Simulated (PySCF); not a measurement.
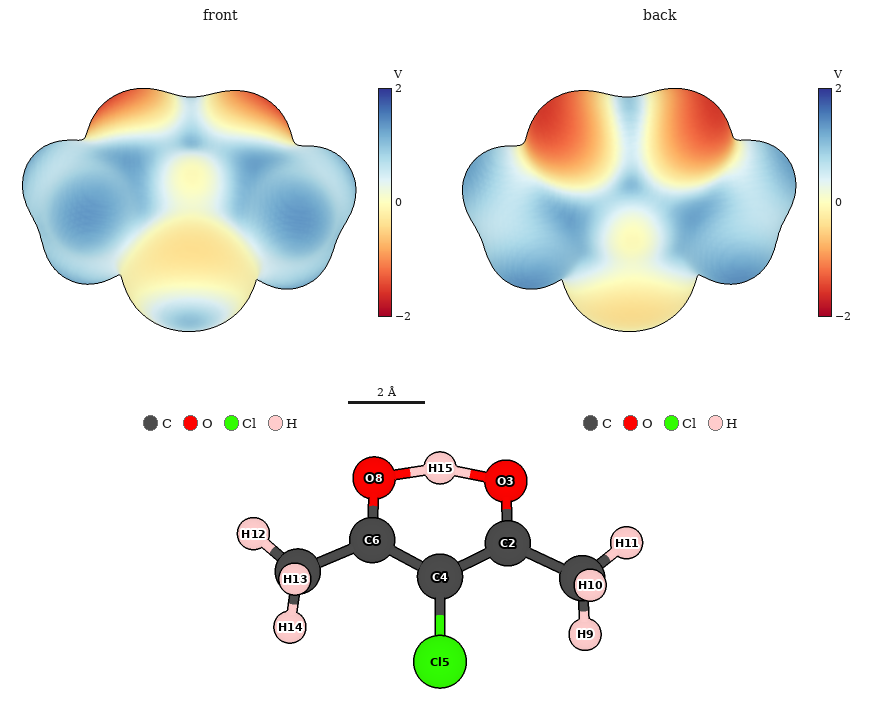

*C$_{5}$H$_{7}$ClO$_{2}$. The electrostatic potential painted on the density surface at 0.004 e/bohr³, seen from the front and from behind; red is negative and blue positive. The bare structure is drawn below in the same view.*

Geometry: B3LYP-D3(BJ)/def2-SVP.

Computed with PySCF 2.14.0, CAM-B3LYP/pcSseg-1, SCF density, gas phase, non-relativistic.

Input file:

```
{"job": {"kind": "nmr", "xc": "CAM-B3LYP", "basis": "pcSseg-1", "pop": false}, "charge": 0, "multiplicity": 1}
C     -2.494515     0.349802     0.502492
C     -1.190725    -0.354294     0.279812
O     -1.159515    -1.629839     0.370653
C      0.000875     0.341168    -0.025887
Cl     0.005096     2.087141    -0.160245
C      1.188967    -0.398615    -0.221450
C      2.495896     0.256714    -0.549634
O      1.151643    -1.672868    -0.115841
H     -2.765991     0.942147    -0.385262
H     -2.407453     1.059956     1.339790
H     -3.276762    -0.388957     0.716256
H      3.273790    -0.510150    -0.650500
H      2.772514     0.974651     0.238268
H      2.410649     0.832957    -1.484290
H     -0.004469    -1.889813     0.145839
```

Run with:

```sh
OMP_NUM_THREADS=1 python ens_run.py task.json out
```

**Describe the electrostatic potential map.**

The most negative region (about −1.5 V) lies over O3 and O8, the most positive (about +1.3 V) over H9, H10, H13 and H14. Cl5 shows a σ-hole: about +1.0 V at the tip opposite its bond, against about 0.0 V on its flanks.
